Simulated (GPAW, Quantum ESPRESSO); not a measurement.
The Y L₃ edge of atom 1 in YSe (Fm-3m), with 6 Se at 2.85 Å (octahedral, site symmetry m-3m), was computed in 2 ways: excited-electron core hole (neutral cell) and no core hole. Program and functional: Quantum ESPRESSO XSpectra, LDA, Lorentzian half width 0.75 eV up to 4 eV, rising linearly to 1.75 eV at 25 eV (not a setting of the program: the run's 0.4 eV curve was folded afterwards with a further Lorentzian); cells of 2 and 8 atoms (the run without a hole in the smaller).

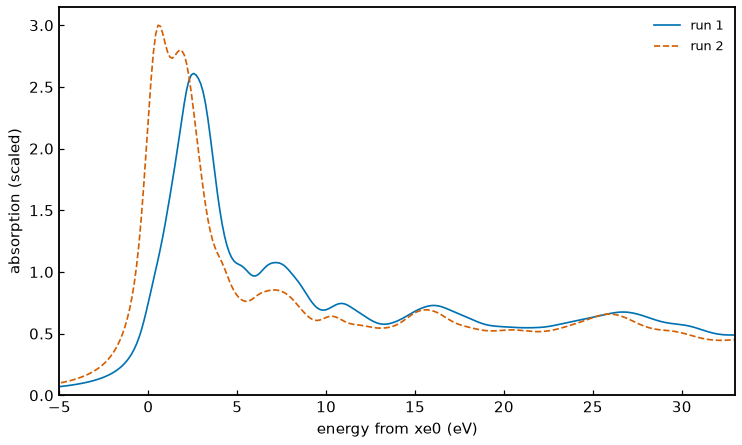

Each run is counted from its own lowest empty level or Fermi level and scaled to a mean of 1 over its first 20 eV.

Which run is which?

Run 1: no core hole (area from −2 to 6 eV 10.5, main maxima 2.5 eV (2.61), 7.2 eV (1.08), 10.8 eV (0.74) and 16.0 eV (0.73)). Run 2: excited-electron core hole (neutral cell) (area from −2 to 6 eV 12.9, main maxima 0.5 eV (3.00), 1.7 eV (2.80), 7.1 eV (0.85) and 15.6 eV (0.69)). With each curve scaled to its own mean, the area from −2 to 6 eV with the hole is 12.9 against 10.5, and the centre of weight from −1 to 20 eV moves by -1.1 eV: the hole pulls the absorber's empty states down.

[Hosts, paths, dates, database ids (printed as entryN), source tags and the programs' standing remarks are cut or masked in the printed files.]

[Lists of maxima count a maximum above −3 eV only where it reaches 4 % of the highest in the window and stands out from its surroundings by 2 % of it (1.5 % where it reaches 55 %); shoulders and weaker maxima are passed over, and of the rest the first, up to two pre-edge ones and the few strongest are named.]
